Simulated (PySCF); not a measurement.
C$_{5}$H$_{7}$NSi

```yaml
atoms:
  - { symbol: N, position_ang: [3.9675, -0.5127, -0.3740] }
  - { symbol: C, position_ang: [3.0805, 0.0664, 0.0696] }
  - { symbol: C, position_ang: [2.0131, 0.7905, 0.6250] }
  - { symbol: C, position_ang: [0.7212, 0.4989, 0.3887] }
  - { symbol: C, position_ang: [0.2853, -0.5809, -0.4527] }
  - { symbol: C, position_ang: [-1.0009, -0.8729, -0.6859] }
  - { symbol: Si, position_ang: [-2.5073, 0.0273, 0.0048] }
  - { symbol: H, position_ang: [2.3011, 1.6125, 1.2670] }
  - { symbol: H, position_ang: [-0.0496, 1.1005, 0.8513] }
  - { symbol: H, position_ang: [1.0773, -1.1691, -0.9053] }
  - { symbol: H, position_ang: [-1.1999, -1.7136, -1.3390] }
  - { symbol: H, position_ang: [-2.4888, 1.4299, -0.4217] }
  - { symbol: H, position_ang: [-2.5007, -0.0395, 1.4693] }
  - { symbol: H, position_ang: [-3.6994, -0.6380, -0.5191] }
```

Geometry: GFN2-xTB.

Method: PySCF, PBE0/pcSseg-1, SCF density, gas phase, non-relativistic.

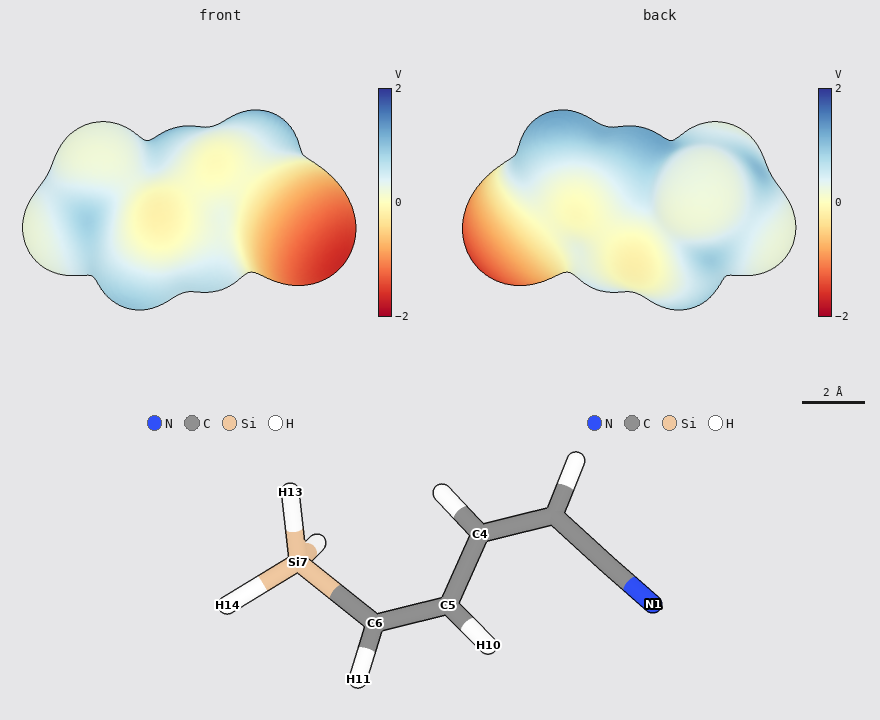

Figure 1. The molecular electrostatic potential painted on the density surface at 0.001 e/bohr³, seen from the front and from behind; red is negative and blue positive. The bare structure is drawn below in the same view.

Which sites attract a positive test charge, and which a negative one?

A positive charge is drawn to the negative regions and a negative charge to the positive ones. The most negative region (about −1.6 V) lies over N1, the most positive (about +1.2 V) over H8 and H9. N1 is the likeliest acceptor of a hydrogen bond.

How polar is the molecule by this calculation?

Its dipole moment is 3.78 D.

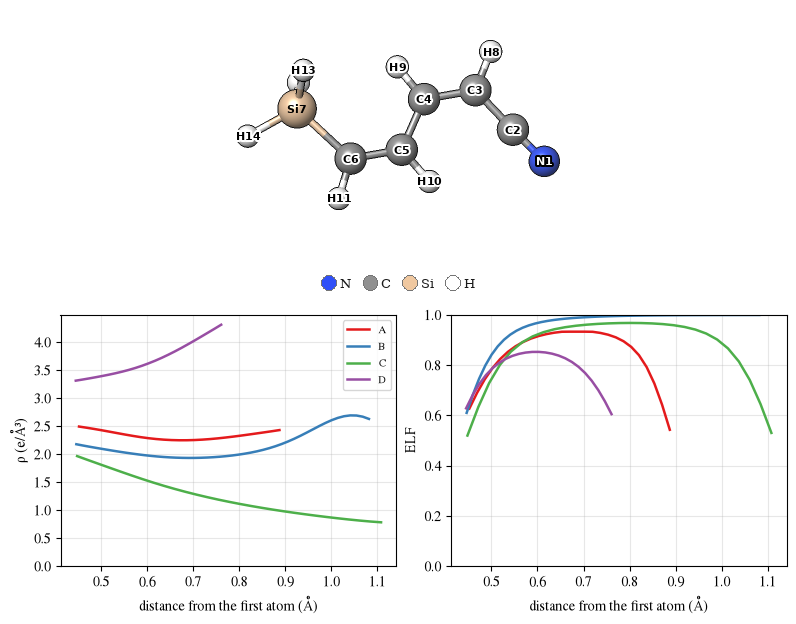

Figure 2. Total electron density and ELF along straight lines between neighbouring atoms. The curves leave out the atomic cores. The structure is drawn too.

Which curve belongs to which contact (C–C, C–H, C–N and C–Si)? The first atom named is at distance zero.

Curve A: C–C (1.34 Å): the density is about 2.2 e/Å³ at the midpoint; the ELF peaks at about 0.95 between the atoms (a short, multiple covalent bond). Curve B: C–H (1.08 Å): ρ is about 2 e/Å³ halfway; the ELF climbs to about 1 towards the hydrogen, as it does in any bond to H (an ordinary covalent bond to hydrogen). Curve C: C–Si (1.89 Å): ρ is about 0.93 e/Å³ halfway; the ELF peaks at about 0.95 between the atoms (a covalent bond). Curve D: C–N (1.15 Å): ρ at the midpoint is about 3.5 e/Å³; the ELF peaks at about 0.85 between the atoms (a multiple bond).
